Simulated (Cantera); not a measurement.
Charge: 1 mol PbO, 0.75 mol CH₄, 0.59 mol H₂, 2.5 mol CO, held at 1923.15 K.

Cantera equilibrium calculation (NASA polynomials, part measured and part estimated; ideal gas, pure solids and liquids). Candidate condensed phases: C, C₆H₆, C₇H₈, C₈H₁₈, H₂O, Pb, PbO, PbO₂, Pb₃O₄; 113 gas species. Gases not in the tables: (PbO)n polymers. Kinetics and transport are ignored.

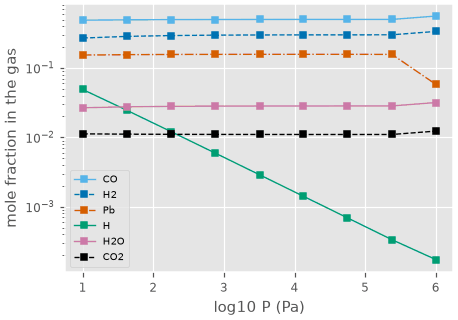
*Equilibrium gas composition (values under 1e-9 drawn at 1e-9)*

Read off the mole fractions at 0.560 bar.

CO about 0.50, H₂ about 0.30, Pb about 0.16, H₂O about 0.028, CO₂ about 0.011, H about 0.00069.
